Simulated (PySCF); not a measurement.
# C3H2BF2N: the cost of one run

Programs: PySCF 2.14.0, with density-fitted response routines of our own. Each step states its level of theory. These are calculated values for one molecule in the gas phase, unless marked as measured. Atoms count from 0, in the outputs and in this text.

### Step 1. The molecule as given

9 atoms, charge 0, multiplicity 1; geometry from: GFN2-xTB. The atoms were then displaced at random by about 0.01 Å, so the start is not that level's minimum.

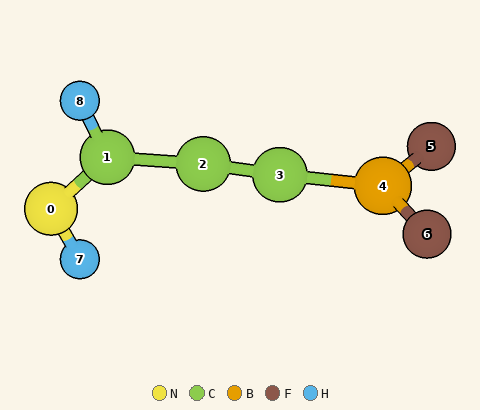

As it starts; nitrogen yellow, carbon green, boron amber, fluorine brown, hydrogen blue, atoms numbered.

### Step 2. Relaxing the molecule at PBE0-D3(BJ)/def2-SVP

What the job is given:

```
{"job": {"xc": "PBE0", "basis": "def2-SVP", "d3": "d3bj", "grid": 1, "shake": 0.01, "kind": "geom"}, "charge": 0, "multiplicity": 1}
N      2.596230    -0.686940     0.238480
C      1.720280     0.174450     0.625560
C      0.332800     0.220320     0.257560
C     -0.770260     0.185910    -0.098620
B     -2.258580     0.164430    -0.532500
F     -3.183580    -0.483540     0.141010
F     -2.674200     0.813670    -1.585950
H      2.237280    -1.365950    -0.411060
H      2.057840     0.960520     1.331800
```

Run with:

```console
OMP_NUM_THREADS=1 python probes_run.py task.json out
```

The driver reads the jobs from task.json and runs them one after another.

Q: Estimate the wall time and peak memory of this first job on 1 thread of Arm Neoverse V2, shared host.

About 49 s, with a peak of 0.43 GiB.
